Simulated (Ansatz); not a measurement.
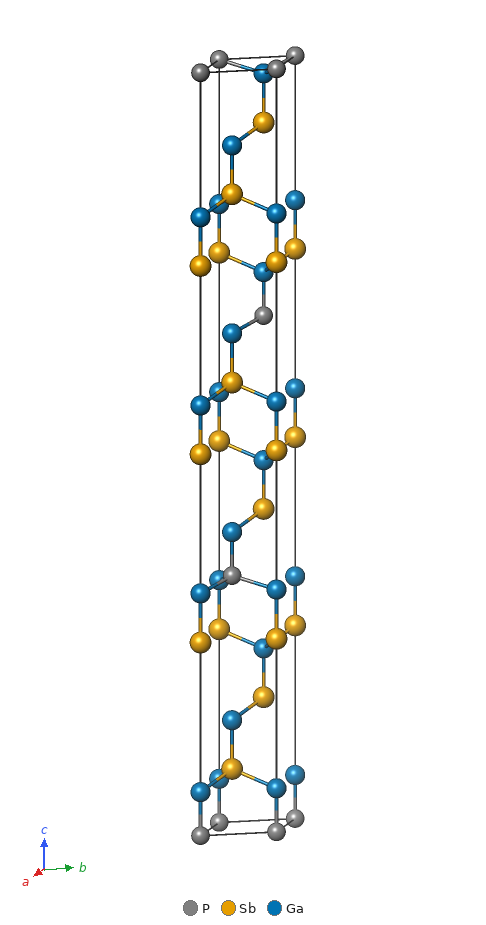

Ball-and-stick representation of a periodic structure, projected slightly off an axis. The edges of the conventional unit cell are marked.

Ga₄Sb₃P, space group R3m (No. 160), a = 4.226 Å, b = 4.226 Å, c = 41.348 Å, α = 90.00°, β = 90.00°, γ = 120.00°. It derives from a structure type filled with these elements by a generator (whether the compound takes this form wasn't checked). Earlier steps of the study, as a rule a relaxation of our own, may have changed the cell and positions, so they can lie some per cent off the listed ones. Ansatz was used for an electronic-structure calculation on it.

This one geometry was computed with Ansatz (DFT, plane waves, PAW) at three levels of theory: r2SCAN, PBE with spin-orbit coupling and PBE. It was relaxed beforehand with r2SCAN.

Q: Which level gives the highest pressure at this volume, and what does that say about its equilibrium volume?

A: Highest: PBE with spin-orbit coupling (2.0 GPa) and PBE (2.0 GPa), which points to the largest equilibrium volume. Lowest, with the smallest volume: r2SCAN (0.0 GPa). Levels within 0.5 GPa of each other can't be told apart.

Q: How does the band gap change with the level of theory?

A: r2SCAN: a metal; PBE: a metal; PBE with spin-orbit coupling: a gap of 0.09 eV, indirect.

Q: Collect the results in a table.

A:
| level | cutoff (eV) | k-mesh of the run's cell | gap (eV) | pressure (GPa) |
| --- | --- | --- | --- | --- |
| r2SCAN | 500 | 8×8×8 | metal | 0.0 |
| PBE with spin-orbit coupling | 420 | 8×8×8 | 0.09 | 2.0 |
| PBE | 420 | 8×8×8 | metal | 2.0 |

Gaps are taken on the k-mesh or band path of each run.
